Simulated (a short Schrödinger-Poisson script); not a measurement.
Structure: symmetric double-gate stack, SiO2 on p-type Si(100), at 77 K.

```csv
layer,material,thickness (nm),Na (cm⁻³)
1,SiO2,3.4,-
2,Si,2,4e15
3,SiO2,3.4,-
```

The device is made up for the run: typed textbook-type constants, with dimensions and the other settings drawn at random. SiO2: permittivity 3.9, conduction-band edge (eV) 3.15, gap (eV) 9, electron mass (mₑ) 0.5. Si: permittivity 11.7, conduction-band edge (eV) 0, gap (eV) 1.124, Nv at 300 K (cm⁻³) 3.1e19.

Channel valleys (confinement mass, in-plane density-of-states mass, number): Δ2 0.916, 0.19, 2; Δ4 0.19, 0.417, 4. At the gates, both at one voltage, the conduction-band edge of layer 1 lies 3.36 eV − eVg above the Fermi level of the channel. Gaps are held at their typed values at every temperature. Mesh 0.03 nm at interfaces.

From a short Schrödinger-Poisson script (our own, NumPy): 1D Poisson equation in equilibrium, electrons quantum, Hartree (BenDaniel-Duke, 12 states a valley, the channel's in-plane mass for all, wave functions free to enter the dielectric), parabolic valleys, classical holes, full ionisation, no traps, pinning or gate leakage.

Only gate voltages with over 1e8 electrons/cm² are shown.

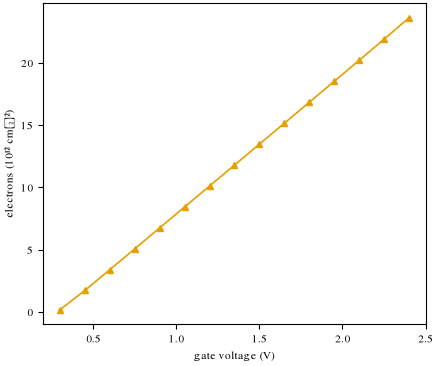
Figure. Sheet density against gate voltage

| Vg (V) | electrons (cm⁻²) | C (μF/cm²) | Δ2 E0 (meV) | Δ2 E1 (meV) | Δ4 E0 (meV) | Δ4 E1 (meV) |
|---|---|---|---|---|---|---|
| 0.3 | 1.72e11 | 1.29 | 11.5 | 271.0 | 178.0 | 974.5 |
| 0.45 | 1.73e12 | 1.76 | -9.4 | 248.4 | 156.3 | 950.5 |
| 0.6 | 3.39e12 | 1.79 | -21.1 | 234.9 | 143.9 | 935.4 |
| 0.75 | 5.07e12 | 1.79 | -31.9 | 222.3 | 132.3 | 921.3 |
| 0.9 | 6.74e12 | 1.79 | -42.5 | 209.9 | 120.9 | 907.3 |
| 1.05 | 8.42e12 | 1.79 | -53.1 | 197.5 | 109.5 | 893.4 |
| 1.2 | 1.01e13 | 1.79 | -63.6 | 185.1 | 98.2 | 879.5 |
| 1.35 | 1.18e13 | 1.79 | -74.2 | 172.8 | 86.8 | 865.6 |
| 1.5 | 1.35e13 | 1.79 | -84.8 | 160.4 | 75.5 | 851.7 |
| 1.65 | 1.51e13 | 1.79 | -95.4 | 148.1 | 64.2 | 837.8 |
| 1.8 | 1.68e13 | 1.80 | -106.0 | 135.8 | 52.8 | 823.9 |
| 1.95 | 1.85e13 | 1.80 | -116.5 | 123.5 | 41.5 | 810.1 |
| 2.1 | 2.02e13 | 1.80 | -126.9 | 111.4 | 30.4 | 796.5 |
| 2.25 | 2.19e13 | 1.82 | -136.5 | 100.1 | 20.1 | 783.7 |
| 2.4 | 2.36e13 | 1.85 | -144.1 | 90.8 | 11.7 | 772.9 |

Subbands count from the Fermi level. The capacitance is that of both gates.
